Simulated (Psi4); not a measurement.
# SiH4 (SMILES [H][Si]([H])([H])[H]), step by step

We compute a geometry optimisation (B97-3c/def2-mTZVP), then vibrational wavenumbers, then the energy (MP2/cc-pVTZ) of SiH4. 

The results are computed with Psi4 1.11.

**1. The molecule**

The species is SiH4 (5 atoms), meant as a singlet with charge 0. As SMILES, `[H][Si]([H])([H])[H]`. The shape is that of a GFN2-xTB optimisation. The run starts from this shape.

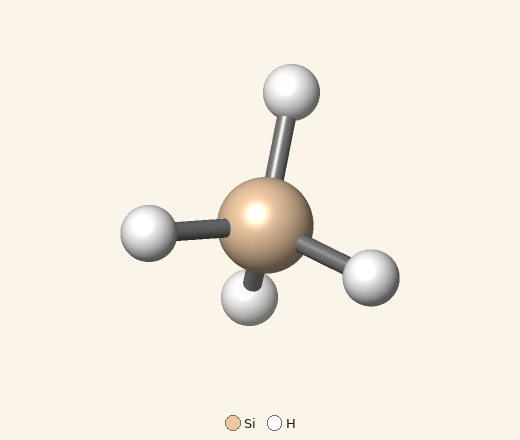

The structure, seen from a chosen angle (silicon light orange, hydrogen white).

**2. A structure relaxation at B97-3c/def2-mTZVP (density fitting) (run 1)**

File job.inp:

```
memory 1600 mb

molecule geom {
  0 1
  Si     0.000060    -0.000040     0.000090
  H      0.011300    -0.019430     1.460880
  H      1.373450     0.011260    -0.497760
  H     -0.696580     1.196700    -0.465720
  H     -0.688230    -1.188490    -0.497490
}

set globals {
  reference rks
  geom_maxiter 60
}

result, w = optimize("b97-3c", return_wfn=True)
```

Run with:

```console
psi4 job.inp job.out -n 1
```

job.out:

```text
[...]
  Running in c1 symmetry.
[...]
  Nuclear repulsion =   21.615746946501567
[...]
  Multiplicity = 1
[...]
  Nalpha       = 9
  Nbeta        = 9
[...]
    Number of basis functions: 34
[...]
   @DF-RKS iter   1:  -291.75332113072551   -2.69977e-01   9.19191e-03 ADIIS/DIIS
[...]
   @DF-RKS iter   6:  -291.81523089614382   -9.09495e-13   8.99201e-09 DIIS
[...]
    Orbital Energies [Eh]
    ---------------------
    Doubly Occupied:
       1A    -65.392350     2A     -5.092920     3A     -3.506295
       4A     -3.506294     5A     -3.506294     6A     -0.494741
       7A     -0.315186     8A     -0.315168     9A     -0.315159
[...]
  @DF-RKS Final Energy:  -291.81523089614382
   => Energetics <=
    Nuclear Repulsion Energy =             21.3027090614730632
    One-Electron Energy =                -445.8039376517161259
    Two-Electron Energy =                 154.9974738024367298
    DFT Exchange-Correlation Energy =     -22.2998852126413034
    Empirical Dispersion Energy =          -0.0115908956961871
    VV10 Nonlocal Energy =                  0.0000000000000000
    Total Energy =                       -291.8152308961438166
[...]
 Multipole Moments:
 ------------------------------------------------------------------------------------
     Multipole            Electronic (a.u.)      Nuclear  (a.u.)        Total (a.u.)
 ------------------------------------------------------------------------------------
 L = 1.  Multiply by 2.5417464519 to convert [e a0] to [Debye]
 Dipole X            :          0.0002740           -0.0001807            0.0000934
 Dipole Y            :         -0.0000391            0.0000237           -0.0000154
 Dipole Z            :          0.0004458           -0.0002970            0.0001488
 Magnitude           :                                                    0.0001764
[...]
  -Total Gradient:
     Atom            X                  Y                   Z
    ------   -----------------  -----------------  -----------------
       1        0.000013787676    -0.000002635669     0.000019433734
       2       -0.000005158660     0.000000421320     0.000146617735
       3        0.000135046179    -0.000001419635    -0.000058785605
       4       -0.000075237989     0.000118513279    -0.000053362150
       5       -0.000069319122    -0.000119378722    -0.000058115323
[...]
    Final optimized geometry and variables:
    Molecular point group: c1
    Full point group: C1
    Geometry (in Angstrom), charge = 0, multiplicity = 1:
    SI           0.000006948076    -0.000000911183     0.000011421911
    H            0.011489027019    -0.019684070367     1.482186345931
    H            1.393622472631     0.011497662057    -0.505041563036
    H           -0.706811976174     1.214275001642    -0.472584930813
    H           -0.698492400027    -1.206063299165    -0.504876920967
    Psi4 run time: 0:00:05.82
```

On the terminal:

```text
Optimizer: Optimization complete!
```

Run time: 7.2 s. Hardware: 1 thread of AMD EPYC 7B13 (Zen 3), shared host; peak memory 0.35 GiB.

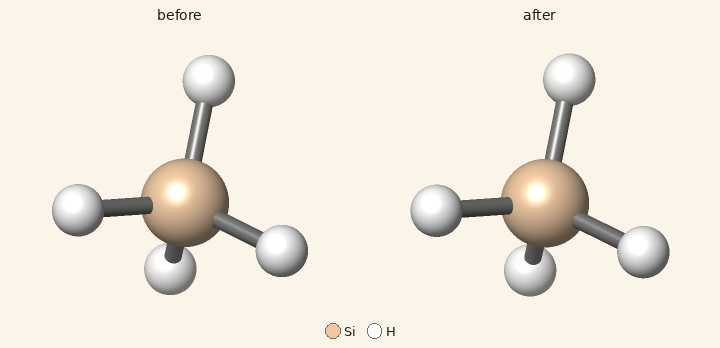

Before and after, at one scale.

After the run. Bond lengths: Si1–H2 1.482 Å, Si1–H3 1.482 Å, Si1–H4 1.482 Å, Si1–H5 1.482 Å. Angles: H2–Si1–H3 109.5°, H2–Si1–H4 109.5°, H2–Si1–H5 109.5°, H3–Si1–H4 109.5°, H3–Si1–H5 109.5°, H4–Si1–H5 109.5°.

**3. Vibrational wavenumbers at B97-3c/def2-mTZVP (density fitting) (run 2)**

File job.inp:

```
memory 1.6 GB

molecule {
  0 1
  Si
  H 1 R2
  H 1 R3 2 A3
  H 1 R4 2 A4 3 D4
  H 1 R5 2 A5 4 D5

  R2 = 1.48235
  R3 = 1.482354
  A3 = 109.48079
  R4 = 1.482365
  A4 = 109.47191
  D4 = -120.00361
  R5 = 1.482363
  A5 = 109.47546
  D5 = -119.99297
}

set reference rks
set t 298.15
set rotational_symmetry_number 12

result, w = freq('b97-3c', return_wfn=True)
```

Run with:

```console
psi4 -i job.inp -o job.out -n 1
```

job.out, cut to the lines that bear on the results:

```text
[...]
  Running in c1 symmetry.
[...]
  Nuclear repulsion =   21.302711646400830
[...]
  Multiplicity = 1
[...]
  Nalpha       = 9
  Nbeta        = 9
[...]
    Number of basis functions: 34
[...]
   @DF-RKS iter   1:  -291.75709066958109   -2.88917e-01   8.94648e-03 DIIS/ADIIS
[...]
   @DF-RKS iter   9:  -291.81522999744556    0.00000e+00   7.18492e-11 DIIS
[...]
  @DF-RKS Final Energy:  -291.81522999744556
   => Energetics <=
    Nuclear Repulsion Energy =             21.3027057337841867
    One-Electron Energy =                -445.8039299543374909
    Two-Electron Energy =                 154.9974692063357793
    DFT Exchange-Correlation Energy =     -22.2998840885463672
    Empirical Dispersion Energy =          -0.0115908946816830
    VV10 Nonlocal Energy =                  0.0000000000000000
    Total Energy =                       -291.8152299974455559
[...]
 Multipole Moments:
[...]
  -Total Gradient:
     Atom            X                  Y                   Z
    ------   -----------------  -----------------  -----------------
       1       -0.000273671049     0.000012149911     0.000020560893
       2       -0.000079735216    -0.000005158867     0.000146805497
       3        0.000028371933     0.000136692347    -0.000060114810
       4        0.000044758988     0.000006893768     0.000066272530
       5        0.000281639407    -0.000150342377    -0.000175054060
[...]
  ==> Harmonic Vibrational Analysis <==
[...]
  Freq [cm^-1]                 900.6181            902.6948            903.6725
[...]
  IR activ [km/mol]            138.5676            138.6820            138.6776
[...]
  Freq [cm^-1]                 964.8372            976.4430           2189.3675
[...]
  IR activ [km/mol]             0.2093              0.3379              0.3486
[...]
  Freq [cm^-1]                2195.0359           2196.0998           2196.6209
[...]
  IR activ [km/mol]            121.7002            121.9314            121.3849
[...]
  Total E_0, Enthalpy at 0 [K]                                                         -291.78464566 [Eh]
[...]
  Total H, Enthalpy at  298.15 [K]                                                     -291.78062482 [Eh]
[...]
  Total G, Gibbs energy at  298.15 [K]                                                 -291.80386018 [Eh]
[...]
```

It took 51 s on 1 thread of AMD EPYC 7B13 (Zen 3), shared host; peak memory 0.34 GiB.

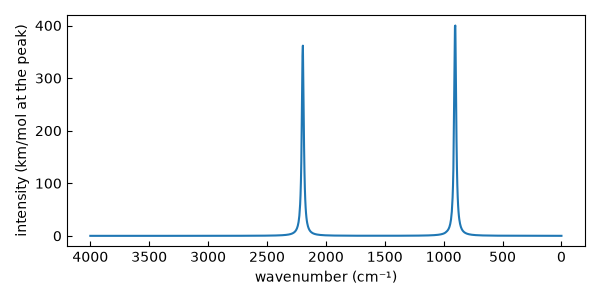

Harmonic infrared spectrum, unscaled, lines broadened by 10 cm⁻¹.

**4. The energy at MP2/cc-pVTZ (density fitting, density fitting for correlation) (run 3)**

File h4si.py:

```python
import psi4

psi4.set_memory(1600000000)
psi4.set_num_threads(1)
psi4.set_output_file('psi4.out', False)

molecule = psi4.geometry("""
Si     0.000058    -0.000035     0.000087
H      0.011540    -0.019718     1.482262
H      1.393673     0.011464    -0.504966
H     -0.706761     1.214241    -0.472509
H     -0.698442    -1.206097    -0.504801
units angstrom
""")

options = {'freeze_core': True}
psi4.set_options(options)

result, w = psi4.energy("mp2/cc-pVTZ", molecule=molecule, return_wfn=True)
print('E =', round(result, 9))
```

Run with:

```console
python h4si.py
```

psi4.out:

```text
[...]
  Running in c1 symmetry.
[...]
  Nuclear repulsion =   21.302711007512709
[...]
  Multiplicity = 1
[...]
  Nalpha       = 9
  Nbeta        = 9
[...]
    Number of basis functions: 90
[...]
   @DF-RHF iter   1:  -291.23241105301827   -4.70187e-01   1.74683e-03 ADIIS/DIIS
[...]
   @DF-RHF iter   8:  -291.26053502134579   -6.65068e-12   1.63402e-09 DIIS
[...]
    Orbital Energies [Eh]
    ---------------------
    Doubly Occupied:
       1A    -68.776089     2A     -6.125422     3A     -4.231407
       4A     -4.231407     5A     -4.231407     6A     -0.730593
       7A     -0.486146     8A     -0.486125     9A     -0.486114
[...]
  @DF-RHF Final Energy:  -291.26053502134579
   => Energetics <=
    Nuclear Repulsion Energy =             21.3027110075127091
    One-Electron Energy =                -445.5570723002915656
    Two-Electron Energy =                 132.9938262714330790
    Total Energy =                       -291.2605350213457882
[...]
 Multipole Moments:
 ------------------------------------------------------------------------------------
     Multipole            Electronic (a.u.)      Nuclear  (a.u.)        Total (a.u.)
 ------------------------------------------------------------------------------------
 L = 1.  Multiply by 2.5417464519 to convert [e a0] to [Debye]
 Dipole X            :          0.0002878           -0.0001818            0.0001060
 Dipole Y            :         -0.0000390            0.0000246           -0.0000144
 Dipole Z            :          0.0004685           -0.0002964            0.0001721
 Magnitude           :                                                    0.0002027
[...]
```

Standard output:

```text
E = -291.403664956
```

Run time: 2.6 s. Hardware: 1 thread of AMD EPYC 7B13 (Zen 3), shared host; peak memory 0.29 GiB.

**5. What came out**

```
                                                                            quantity             value
                                   run 1, B97-3c/def2-mTZVP: total energy at the end     -291.81523 Eh
                                             run 1, B97-3c/def2-mTZVP: dipole moment            0.00 D
                                               run 1, B97-3c/def2-mTZVP: HOMO energy          -8.58 eV
                                               run 1, B97-3c/def2-mTZVP: LUMO energy           0.51 eV
                                             run 1, B97-3c/def2-mTZVP: HOMO–LUMO gap           9.09 eV
                                run 2, B97-3c/def2-mTZVP: lowest harmonic wavenumber          901 cm⁻¹
                               run 2, B97-3c/def2-mTZVP: highest harmonic wavenumber         2197 cm⁻¹
                                         run 2, B97-3c/def2-mTZVP: zero-point energy       80.3 kJ/mol
run 2, B97-3c/def2-mTZVP: ideal-gas entropy at 298.15 K (symmetry number 12 as used)  48.9 cal/(mol K)
                                                    run 3, MP2/cc-pVTZ: total energy     -291.40366 Eh
                             run 3, MP2/cc-pVTZ: HOMO energy (Hartree–Fock orbitals)         -13.23 eV
                             run 3, MP2/cc-pVTZ: LUMO energy (Hartree–Fock orbitals)           4.18 eV
                           run 3, MP2/cc-pVTZ: HOMO–LUMO gap (Hartree–Fock orbitals)          17.41 eV
                     run 3, MP2/cc-pVTZ: correlation energy (5 core orbitals frozen)        -143.1 mEh
```

In words: The optimisation (run 1, B97-3c/def2-mTZVP) took 2 steps and changed the energy by -0.016 eV. All 9 modes (run 2, B97-3c/def2-mTZVP) are real, so the shape is a minimum at this level.
